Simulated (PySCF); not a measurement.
**C8H11 (SMILES C1CC1C12C[C](C1)C2) (doublet): density, localisation and related maps**

```csv
atom,x (Å),y (Å),z (Å)
C,1.6824,-0.3784,1.2328
C,1.7171,1.0234,0.7062
C,1.1259,-0.0749,-0.1261
C,-0.3525,-0.1262,-0.3609
C,-1.0958,0.6342,-1.4778
C,-2.1001,-0.2002,-0.6740
C,-1.4547,0.2751,0.6345
C,-1.1465,-1.4002,-0.7137
H,2.6057,-0.9338,1.2951
H,0.9868,-0.6023,2.0266
H,1.0450,1.7445,1.1449
H,2.6647,1.4415,0.4029
H,1.6956,-0.4117,-0.9854
H,-0.8962,0.3268,-2.4998
H,-1.1541,1.7140,-1.3822
H,-1.5453,1.3299,0.8753
H,-1.5873,-0.3557,1.5083
H,-0.9503,-1.8501,-1.6821
H,-1.2503,-2.1465,0.0679
```

Geometry: GFN2-xTB.

Theory: UKS B3LYP, pcH-1 on C H, non-relativistic, mean-field spin-orbit, GIAO in PySCF 2.14.0, density-fitted response routines.

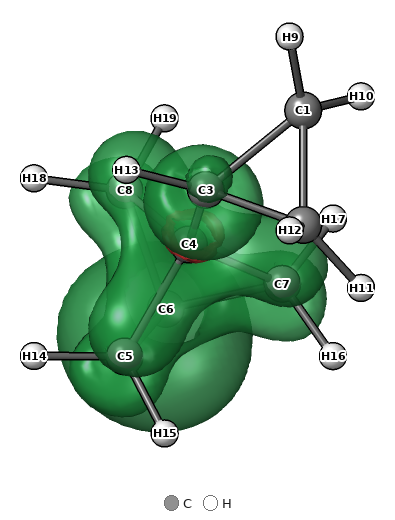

Figure 1. Isosurfaces of the spin density (α minus β) at +0.015 (green) and −0.015 e/Å³ (red), seen at an oblique angle.

Where is the unpaired spin?

The unpaired spin (1 electron) lies mostly on C6 (about 0.7), in electrons by Hirshfeld's partition.

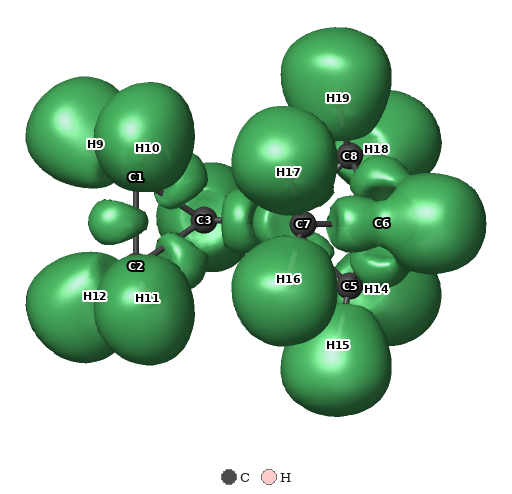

Figure 2. Isosurface of the ELF at 0.75 (green), seen across its widest extent. Core shells and regions of very low density are left out.

What do the ELF domains correspond to?

At this value the surface marks out seven regions between bonded C–C atoms (shared pairs), eleven regions around hydrogen nuclei and one region on C in which the atom's valence shell and bonds are merged. Profiles from the grid: C–C (1.50 Å): the ELF peaks at about 0.95 between the atoms: a covalent bond. C–H (1.08 Å): the ELF climbs to about 1 towards the hydrogen, as it does in any bond to H: a covalent bond by its length.

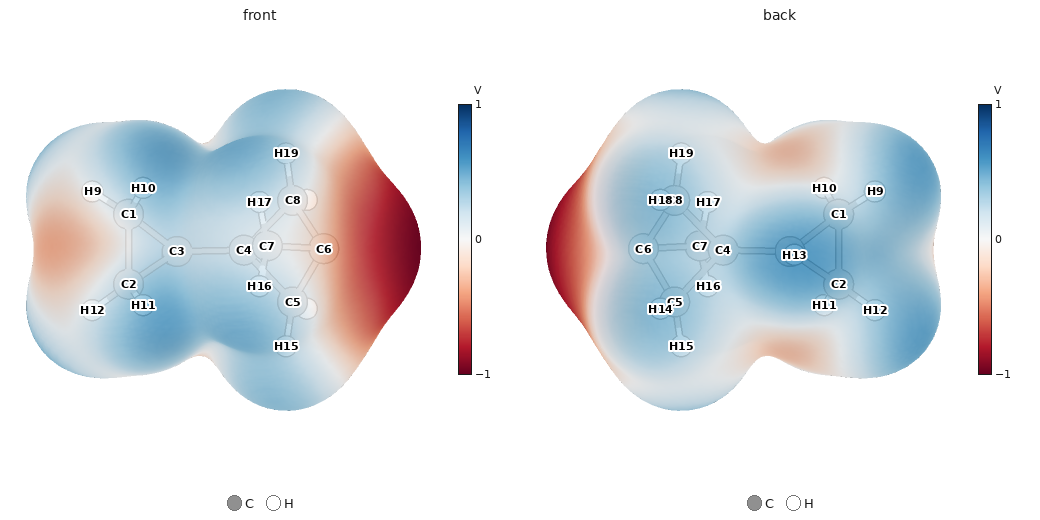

Figure 3. The molecular electrostatic potential painted on the density surface at 0.001 e/bohr³, seen from the front and from behind; red is negative and blue positive.

Which sites attract a positive test charge, and which a negative one?

A positive charge is drawn to the negative regions and a negative charge to the positive ones. The most negative region (about −1.0 V) lies over C6, the most positive (about +0.6 V) over the H atoms.

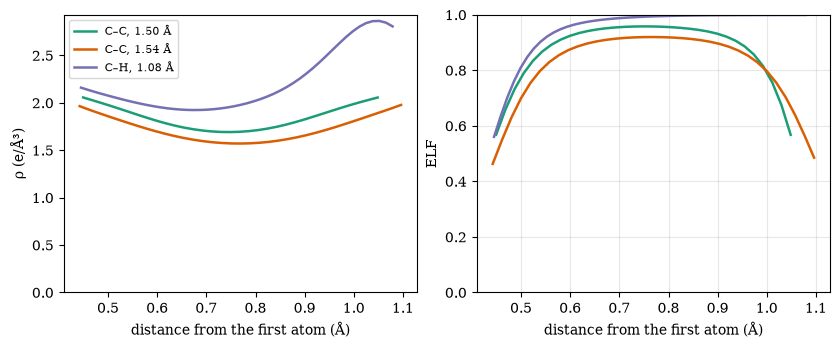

Figure 4. Total electron density and ELF along straight lines between neighbouring atoms. The curves leave out the atomic cores.

What can be read from the curves?

C–C (1.50 Å): the density is about 1.7 e/Å³ at the midpoint; the ELF peaks at about 0.95 between the atoms: a shared electron pair.
C–C (1.54 Å): ρ at the midpoint is about 1.6 e/Å³; the ELF peaks at about 0.90 between the atoms, as expected for localised, covalent bonding.
C–H (1.08 Å): ρ at the midpoint is about 2 e/Å³; the ELF climbs to about 1 towards the hydrogen; a covalent bond by its length.
